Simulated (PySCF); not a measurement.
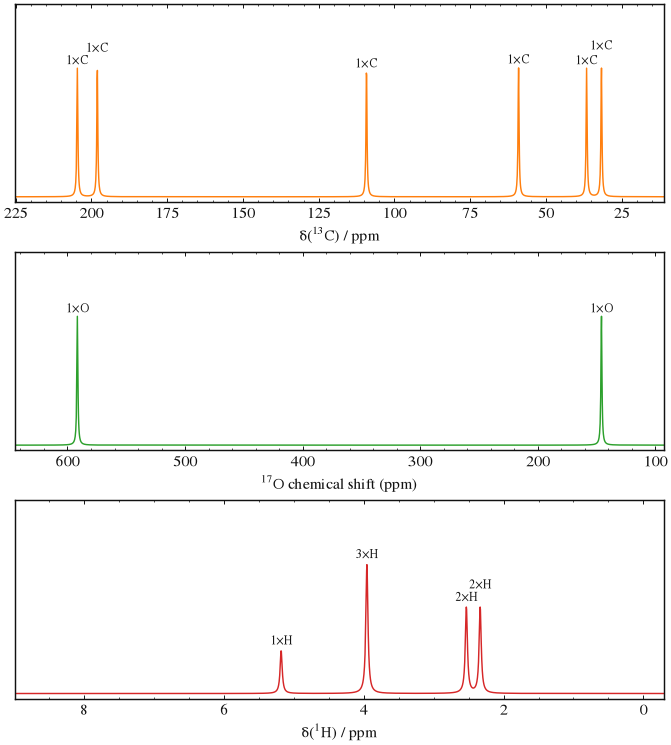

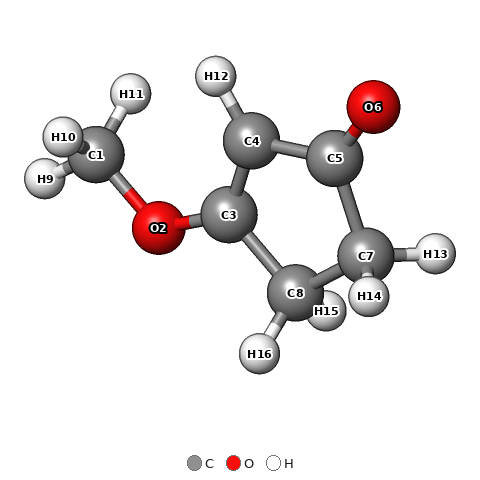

Spectrum and numbered structure of C₆H₈O₂, SMILES COC1=CC(=O)CC1. GIAO shifts, PBE0/pcSseg-1 in PySCF 2.14.0, at a GFN2-xTB geometry (no frequency check), against TMS for ¹³C, H₂O for ¹⁷O and TMS for ¹H computed at the same level (¹⁷O: a single water molecule, while the usual scale starts at liquid water and gives values some tens of ppm lower). Gas phase, fully decoupled, line heights follow the number of nuclei, widths are arbitrary (no quadrupolar broadening); values of one conformer, averaged over methyl-type rotors and exact or near symmetry; other conformers aren't averaged in.

Question: Which atoms give which ¹³C line?

Answer:
```csv
δ (ppm),nuclei,atoms
204.6,1,C5
198.0,1,C3
109.2,1,C4
59.0,1,C1
36.6,1,C7
31.7,1,C8
```

Question: Assign the ¹⁷O signals to the numbered atoms.

Answer:
```csv
δ (ppm),nuclei,atoms
591.6,1,O6
145.9,1,O2
```

Question: Which ¹H nuclei are the least shielded, and which the most?

Answer: Least shielded: H12 at 5.18 ppm. Most shielded: H13 and H14 at 2.34 ppm.

Note: the tight-binding geometry is rougher than a DFT one and adds to the error.
